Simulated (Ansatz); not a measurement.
# Phonons of AlCo (Pm-3m) against volume, part 2 of 2

Wanted: Grüneisen parameters and pressure coefficients of the modes of AlCo (Pm-3m).

Ansatz 0.2.0; DFT LDA, scalar-relativistic, plane waves, PAW; PAW set soft_1.

So far. Step 3 (Tight relaxation): The forces vanish by symmetry and the pressure is 0.000 GPa, within the tolerances set. The cell now holds 10.90 Å³/atom.

## 4. Modes at rest

Phonons follow from the second derivative of the energy, found here by linear response.

The modes at rest are the reference of the series.

The input, input.yaml:

```yaml
crystal:
  lattice:
    - [2.7933341983, 0.0, 0.0]
    - [0.0, 2.7933341983, 0.0]
    - [0.0, 0.0, 2.7933341983]
  atoms:
    - { symbol: Al, position: [0.0, 0.0, 0.0] }
    - { symbol: Co, position: [0.5, 0.5, 0.5] }
kpoints:
  mp_grid: { grid: [16, 16, 16] }
hamiltonian:
  xc: lda
  pseudopotentials: { kind: paw, azcp: { folder: soft_1 }, xc_functional: pbe }
scf:
  occupations: { method: methfessel_paxton, width: 0.2 }
output:
  eigenvalues: true
phonons:
  method: dfpt
```

On the command line:

```console
ansatz run input.yaml --threads 4 --pin off --max-ram 10240MiB --backend cpu --events-out ev --progress --plain --runs-dir out
```

Numbers of over 12 decimals in the logs are rounded to 6 here.

Log:

```text
[...]
Crystal: 2 atoms, lattice volume = 21.796 Å³
Basis set: ecut = 420 eV, 437 PW (Γ), exchange–correlation on 40×40×40 points (8 copies of the dense FFT grid, shifted against one another)
Bands: 14, of which v1, the nominal top of the filled ones, is band 10 counted from 1 (9 counted from 0)
Symmetry: 48 space group operations
k-points: 405 of 4096 (irreducible under 8 space group operations, time reversal used)
[...]
SCF iter   1: F=—  HF=-5577.249394 eV  |F-HF|=—  |Δ(HF+E_count)|=         —  Δρ=6.98e-2  dr2=9.39e-1  ethr=3.10e-3  ⟨swp⟩=4.1  Hψ=25925  notcnv=0
[...]
SCF iter   8: F=-5577.001083 eV  HF=-5577.001083 eV  |F-HF|=1.82e-12  |Δ(HF+E_count)|=  8.46e-11  S|Δr|=    0.00e0  Δρ=1.03e-7  dr2=1.05e-12  ethr=1.00e-12  ⟨swp⟩=5.9  Hψ=25794  notcnv=0
SCF 1 converged in 8 iterations: F = -5577.001083 eV  dr2 = 1.05e-12
[...]
DFPT response loops at Γ: preconditioner auto → Kerker (q_TF=auto, 2.689 Å⁻¹) (partly filled bands, converged f_vac=0.000); β = 1.00, the filter's whole step (`scf.mixing.beta` (0.50) is not read by the response loops under this deck's `scf.mixing.preconditioner`; to damp them name `kerker` or `kerker_dos`, under which they read `scf.mixing.beta`, and type it under 1.00, their step now; both keys bind the ground state too); Broyden in place of MSR1
SCF converged after 8 iterations
[...]
Free energy (F): -5577.001083 eV
[...]
Internal energy: -5577.002897 eV  (E = F + TS)
E sigma→0 (E₀):  -5577.001537 eV
Entropy (-TS):   0.001814 eV (0.907 meV/atom)
Fermi energy:    15.207320 eV
[...]
--- Band table (eV; the first three rows and the last of 405) ---
  k-point 0: bands = [... 6 lower, 11.9135, 14.3175, 14.3175, 14.3175, 21.4273, 21.4273, 21.4273, 24.2205]
  k-point 1: bands = [... 6 lower, 11.9358, 14.2732, 14.2732, 14.3223, 20.6645, 21.5355, 21.5355, 24.2050]
  k-point 2: bands = [... 6 lower, 12.0001, 14.1518, 14.1518, 14.3360, 19.3056, 21.8494, 21.8494, 24.1589]
  k-point 404: bands = [... 6 lower, 10.9884, 14.9497, 14.9497, 17.5848, 17.5848, 17.5848, 19.7739, 20.9398]
--- Phonons (Γ-DFPT): 2 representative perturbations + reference, on 405 of 4096 k-points (Σ response iterations 6) ---
  k mesh reduced under 8 symmetry operations, with k and −k counted as one. Each operation leaves every solved perturbation unchanged. A smaller set is not used because it would not reduce the number of displacements times k-points to solve
  ASR residual: 6.815e-6 → 0.000e0 eV/Å²; symmetrization residual: 9.325e-7 eV/Å²
  ASR residual per site (eV/Å²): 5.67e-6 6.81e-6
  Γ frequencies (cm⁻¹): 0.00 0.00 0.00 345.87 345.87 345.87
  non-analytic LO–TO correction: not included (Born effective charges unavailable; polar crystals: no LO–TO splitting at Γ)
```

Elapsed: 14 s, on 4 threads of Arm Neoverse N1, shared host; peak memory 0.64 GiB.

In the SCF lines HF is the Harris–Foulkes energy and dr2 the Hartree energy of the density residual, in eV; the loop may stop once dr2 is under the threshold and the program's other checks hold. Hψ counts applications of the Hamiltonian.

Numbers from this step:

```
sum-rule residual before enforcement                    : 6.81e-6 eV/Å²
point group                                             : m-3m
highest optical mode at the zone centre (no LO-TO term) : 345.9 cm⁻¹
lowest optical zone-centre mode                         : 345.9 cm⁻¹
```

Patterns of degenerate modes are one choice out of their space. Modes at Γ, with each element's share of the kinetic energy:

```tsv
mode	frequency (cm⁻¹)	symmetry	Al %	Co %
1	0.0	acoustic	31	69
2	0.0	acoustic	31	69
3	0.0	acoustic	31	69
4	345.9	T1u	69	31
5	345.9	T1u	69	31
6	345.9	T1u	69	31
```

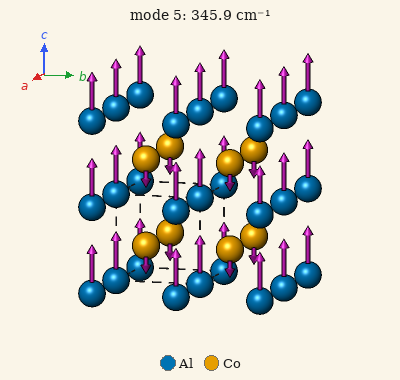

Displacement patterns of mode 5 at Γ; arrows are exaggerated. 2×2×2 cells are drawn. Some periodic images of atoms are drawn too.

Before it was imposed, the acoustic sum rule was missed by 6.8e-6 eV/Å². Small misses are needed for a sound result but don't prove that mesh and cutoff are converged. The lowest optical mode is real, 346 cm⁻¹.

## 5. Ground state of a member: 1.06 times the volume at rest

The cell is set to 1.06 times the volume at rest; symmetry leaves nothing else free, so this is a single point.

input.yaml, the sections that differ from step 4:

```yaml
crystal:
  lattice:
    - [2.8481193659, 0.0, 0.0]
    - [0.0, 2.8481193659, 0.0]
    - [0.0, 0.0, 2.8481193659]
  atoms:
    - { symbol: Al, position: [0.0, 0.0, 0.0] }
    - { symbol: Co, position: [0.5, 0.5, 0.5] }
output:
  forces: true
  stress: true
  eigenvalues: true
# kpoints, hamiltonian, scf: as in step 4
# phonons: removed
```

Log:

```text
[...]
Crystal: 2 atoms, lattice volume = 23.103 Å³
Basis set: ecut = 420 eV, 461 PW (Γ)
Bands: 14, of which v1, the nominal top of the filled ones, is band 10 counted from 1 (9 counted from 0)
Symmetry: 48 space group operations
[...]
k-points: 165 of 4096
[...]
SCF iter   1: F=—  HF=-5577.235054 eV  |F-HF|=—  |Δ(HF+E_count)|=         —  Δρ=8.01e-2  dr2=1.33e0  ethr=3.10e-3  ⟨swp⟩=4.0  Hψ=10563  notcnv=0
[...]
SCF iter   7: F=-5576.955245 eV  HF=-5576.955245 eV  |F-HF|=6.76e-10  |Δ(HF+E_count)|=   4.07e-8  S|Δr|=    0.00e0  Δρ=1.88e-6  dr2=9.40e-10  ethr=1.98e-10  ⟨swp⟩=1.7  Hψ=7118  notcnv=0
SCF 1 converged in 7 iterations: F = -5576.955245 eV  dr2 = 9.40e-10
[...]
SCF converged after 7 iterations
[...]
Free energy (F): -5576.955245 eV
[...]
Internal energy: -5576.956637 eV  (E = F + TS)
E sigma→0 (E₀):  -5576.955593 eV
Entropy (-TS):   0.001392 eV (0.696 meV/atom)
Fermi energy:    14.170603 eV
[...]
--- Stress (GPa, compression-positive) ---
      -10.669057       0.000000       0.000000
        0.000000     -10.669057       0.000000
       -0.000000       0.000000     -10.669057
  P = ⅓ Tr σ = -10.6691 GPa (-106.691 kbar)
--- Band table (eV; the first three rows and the last of 165) ---
  k-point 0: bands = [... 6 lower, 11.1598, 13.3610, 13.3610, 13.3610, 20.0961, 20.0961, 20.0961, 22.9565]
  k-point 1: bands = [... 6 lower, 11.1803, 13.3199, 13.3199, 13.3654, 19.3690, 20.2000, 20.2000, 22.9461]
  k-point 2: bands = [... 6 lower, 11.2393, 13.2070, 13.2070, 13.3778, 18.0540, 20.5020, 20.5020, 22.9151]
  k-point 164: bands = [... 6 lower, 10.2416, 13.9348, 13.9348, 16.5535, 16.5535, 16.5535, 18.1870, 19.5846]
```

Run time: 1.6 s. Hardware: 4 threads; peak memory 0.33 GiB; 5.3 s of CPU time.

Numbers from this step:

```yaml
pressure: -10.67 GPa
volume_per_atom: 11.55 Å³
```

The forces vanish by symmetry, at a pressure of -10.67 GPa.

## 6. Modes of this member: 1.06 times the volume at rest

The zone-centre modes follow for 1.06 times the volume at rest.

Edit input.yaml of step 5 so:

```diff
@@ -16,4 +16,4 @@
 output:
-  forces: true
-  stress: true
   eigenvalues: true
+phonons:
+  method: dfpt
```

Log:

```text
[...]
Crystal: 2 atoms, lattice volume = 23.103 Å³
Basis set: ecut = 420 eV, 461 PW (Γ), exchange–correlation on 40×40×40 points (8 copies of the dense FFT grid, shifted against one another)
Bands: 14, of which v1, the nominal top of the filled ones, is band 10 counted from 1 (9 counted from 0)
Symmetry: 48 space group operations
k-points: 405 of 4096 (irreducible under 8 space group operations, time reversal used)
[...]
SCF iter   1: F=—  HF=-5577.235053 eV  |F-HF|=—  |Δ(HF+E_count)|=         —  Δρ=8.01e-2  dr2=1.33e0  ethr=3.10e-3  ⟨swp⟩=4.0  Hψ=25826  notcnv=0
[...]
SCF iter   8: F=-5576.955245 eV  HF=-5576.955245 eV  |F-HF|=1.82e-12  |Δ(HF+E_count)|=  5.42e-10  S|Δr|=    0.00e0  Δρ=1.35e-7  dr2=3.24e-12  ethr=1.00e-12  ⟨swp⟩=3.9  Hψ=27787  notcnv=0
SCF 1 converged in 8 iterations: F = -5576.955245 eV  dr2 = 3.24e-12
[...]
SCF converged after 8 iterations
[...]
Free energy (F): -5576.955245 eV
[...]
Internal energy: -5576.956636 eV  (E = F + TS)
E sigma→0 (E₀):  -5576.955593 eV
Entropy (-TS):   0.001392 eV (0.696 meV/atom)
Fermi energy:    14.170606 eV
[...]
--- Band table (eV; the first three rows and the last of 405) ---
  k-point 0: bands = [... 6 lower, 11.1598, 13.3610, 13.3610, 13.3610, 20.0961, 20.0961, 20.0961, 22.9565]
  k-point 1: bands = [... 6 lower, 11.1803, 13.3199, 13.3199, 13.3654, 19.3690, 20.2000, 20.2000, 22.9461]
  k-point 2: bands = [... 6 lower, 11.2393, 13.2071, 13.2071, 13.3779, 18.0540, 20.5020, 20.5020, 22.9151]
  k-point 404: bands = [... 6 lower, 10.2416, 13.9348, 13.9348, 16.5535, 16.5535, 16.5535, 18.1870, 19.5846]
[...]
ASR residual: 1.166e-5 → 0.000e0 eV/Å²; symmetrization residual: 1.984e-6 eV/Å²
  ASR residual per site (eV/Å²): 1.17e-5 9.05e-6
  Γ frequencies (cm⁻¹): 0.00 0.00 0.00 309.78 309.78 309.78
[...]
```

Wall time 15 s (4 threads); peak memory 0.66 GiB; 53 s of CPU time.

This step gave:

* sum-rule residual before enforcement: 1.17e-5 eV/Å²
* highest optical mode at the zone centre (no LO-TO term): 309.8 cm⁻¹
* lowest optical zone-centre mode: 309.8 cm⁻¹

Patterns of degenerate modes are one choice out of their space. Modes at Γ, with each element's share of the kinetic energy:

```tsv
mode	frequency (cm⁻¹)	symmetry	Al %	Co %
1	0.0	acoustic	31	69
2	0.0	acoustic	31	69
3	0.0	acoustic	31	69
4	309.8	T1u	69	31
5	309.8	T1u	69	31
6	309.8	T1u	69	31
```

The optical mode lies at 309.8 cm⁻¹.

For the highest optical mode at the zone centre (no LO-TO term), step 4 gave 346 cm⁻¹; this run, with volume ratio 1.06, gives 310 cm⁻¹ (-10 %).

## 7. Ground state of a member: 0.9 times the volume at rest

The cell is set to 0.9 times the volume at rest; symmetry leaves nothing else free, so this is a single point.

input.yaml, the sections that differ from step 6:

```yaml
crystal:
  lattice:
    - [2.6969345161, 0.0, 0.0]
    - [0.0, 2.6969345161, 0.0]
    - [0.0, 0.0, 2.6969345161]
  atoms:
    - { symbol: Al, position: [0.0, 0.0, 0.0] }
    - { symbol: Co, position: [0.5, 0.5, 0.5] }
output:
  forces: true
  stress: true
  eigenvalues: true
# kpoints, hamiltonian, scf: as in step 6
# phonons: removed
```

Log:

```text
[...]
Crystal: 2 atoms, lattice volume = 19.616 Å³
Basis set: ecut = 420 eV, 389 PW (Γ)
Bands: 14, of which v1, the nominal top of the filled ones, is band 10 counted from 1 (9 counted from 0)
Symmetry: 48 space group operations
[...]
k-points: 165 of 4096
[...]
--- Band table (eV; the first three rows and the last of 165) ---
  k-point 0: bands = [... 6 lower, 13.3631, 16.1767, 16.1767, 16.1767, 24.0282, 24.0282, 24.0282, 26.6705]
  k-point 1: bands = [... 6 lower, 13.3891, 16.1263, 16.1263, 16.1824, 23.1921, 24.1441, 24.1441, 26.6439]
  k-point 2: bands = [... 6 lower, 13.4639, 15.9878, 15.9878, 16.1986, 21.7484, 24.4792, 24.4792, 26.5655]
  k-point 164: bands = [... 6 lower, 12.4397, 16.9291, 16.9291, 19.6061, 19.6061, 19.6061, 22.8648, 23.5856]
[key lines of the parts left out:]
SCF converged after 7 iterations
Free energy (F): -5576.831317 eV
Fermi energy:    17.223732 eV
P = ⅓ Tr σ = 27.3808 GPa (273.808 kbar)
```

Wall time 1.4 s (4 threads); peak memory 0.33 GiB; 4.8 s of CPU time.

This step gave:

```
pressure        : 27.38 GPa
volume per atom : 9.808 Å³
```

The forces vanish by symmetry, at a pressure of 27.38 GPa.

## 8. Modes of this member: 0.9 times the volume at rest

The zone-centre modes follow for 0.9 times the volume at rest.

Edit input.yaml of step 7 so:

```diff
@@ -16,4 +16,4 @@
 output:
-  forces: true
-  stress: true
   eigenvalues: true
+phonons:
+  method: dfpt
```

Log:

```text
[...]
Crystal: 2 atoms, lattice volume = 19.616 Å³
Basis set: ecut = 420 eV, 389 PW (Γ), exchange–correlation on 40×40×40 points (8 copies of the dense FFT grid, shifted against one another)
Bands: 14, of which v1, the nominal top of the filled ones, is band 10 counted from 1 (9 counted from 0)
Symmetry: 48 space group operations
k-points: 405 of 4096 (irreducible under 8 space group operations, time reversal used)
[...]
k-point 2: bands = [... 6 lower, 13.4639, 15.9878, 15.9878, 16.1986, 21.7484, 24.4792, 24.4792, 26.5655]
  k-point 404: bands = [... 6 lower, 12.4397, 16.9291, 16.9291, 19.6061, 19.6061, 19.6061, 22.8648, 23.5857]
[...]
ASR residual: 6.066e-5 → 0.000e0 eV/Å²; symmetrization residual: 1.928e-8 eV/Å²
  ASR residual per site (eV/Å²): 5.43e-6 6.07e-5
  Γ frequencies (cm⁻¹): 0.00 0.00 0.00 413.45 413.45 413.45
[...]
[key lines of the parts left out:]
SCF converged after 8 iterations
Free energy (F): -5576.831317 eV
Fermi energy:    17.223737 eV
```

Elapsed: 13 s, on 4 threads; peak memory 0.61 GiB; 47 s of CPU time.

Numbers from this step:

```
sum-rule residual before enforcement                    : 6.07e-5 eV/Å²
highest optical mode at the zone centre (no LO-TO term) : 413.4 cm⁻¹
lowest optical zone-centre mode                         : 413.4 cm⁻¹
```

Patterns of degenerate modes are one choice out of their space. The modes at Γ (shares of kinetic energy by element, %):

```tsv
mode	frequency (cm⁻¹)	symmetry	Al %	Co %
1	0.0	acoustic	31	69
2	0.0	acoustic	31	69
3	0.0	acoustic	31	69
4	413.4	T1u	69	31
5	413.4	T1u	69	31
6	413.4	T1u	69	31
```

The optical mode lies at 413.4 cm⁻¹.

For the highest optical mode at the zone centre (no LO-TO term), step 4 gave 346 cm⁻¹; this run, with volume ratio 0.9, gives 413 cm⁻¹ (+20 %).

## 9. The series together

The members are set side by side, also those not shown above.

Each row is one cell with its response, relaxed at fixed volume as far as symmetry leaves anything free; energies are extrapolated to zero smearing, and E0 is that at rest; shape and atoms are relaxed in each cell where symmetry leaves them free; all runs use 16×16×16 k points and Methfessel-Paxton smearing of 0.2 eV. State of the crystal along the series:

```tsv
volume ratio	V (Å³/atom)	pressure (GPa)	E - E0 (meV/atom)
0.9	9.808	27.38	84.85
0.92	10.03	20.68	52.24
0.94	10.24	14.65	28.28
0.96	10.46	9.243	12.1
0.98	10.68	4.376	2.91
0.99	10.79	2.131	0.7091
1	10.9	3.13e-4	0
1.02	11.12	-3.937	2.742
1.04	11.33	-7.482	10.57
1.06	11.55	-10.67	22.97
```

Each mode is tracked from rest by its pattern, and modes that stay within 0.3 cm⁻¹ of each other stand once; shape and atoms are relaxed in each cell where symmetry leaves them free; all runs use 16×16×16 k points and Methfessel-Paxton smearing of 0.2 eV. Optical modes along the series:

```tsv
V (Å³/atom)	mode 4 T1u (cm⁻¹)
9.808	413.4
10.03	399.1
10.24	385.2
10.46	371.7
10.68	358.6
10.79	352.2
10.9	345.9
11.12	333.5
11.33	321.5
11.55	309.8
```

From cubic fits (parabolas where under five rows exist) of ln ω and P against ln V through the rows within about 4 % of rest: γ = −d ln ω / d ln V and dω/dP = γ ω / B. Slopes at rest:

```tsv
mode	fitted frequency at rest (cm⁻¹)	Grüneisen parameter γ	dω/dP (cm⁻¹/GPa)
mode 4 T1u	345.9	1.81	3.02
```

## 10. Summary of results

| Property | Result |
| --- | --- |
| members | 10 |
| highest optical mode at the zone centre (no LO-TO term), at rest | 345.9 cm⁻¹ |
| bulk modulus at rest | 207 GPa |
| mode 4 T1u, γ | 1.81 |

The series spans -10.7 to 27.4 GPa, and the slope at rest gives a bulk modulus of 207 GPa. The optical mode has γ = 1.81 and moves by 3.0 cm⁻¹ for each GPa. One k mesh and one cutoff serve the ground states and modes of all volumes. These are harmonic frequencies at zero temperature: anharmonic shifts, linewidths and thermal expansion are left out. With no gap, or one that is small against the smearing, the frequencies hang on the k mesh and the smearing, most of all near Kohn anomalies. The runs are without spin polarisation, although Co often carries a moment. The PAW files were made for PBE; the program adapts parts of them to the functional of the run, but their partial waves stay those of PBE, an approximation that was not tested in this session. Only the zone centre was solved, so an instability at another wavevector cannot show here.

[Logs are printed without paths, hosts, clocks, repeated set-up lines and the standing remarks that a program may print on its own settings, such as how far it seeks lower states.]

[Hosts, paths, dates, database ids (printed as entryN), source tags and the programs' standing remarks are cut or masked in the printed files.]
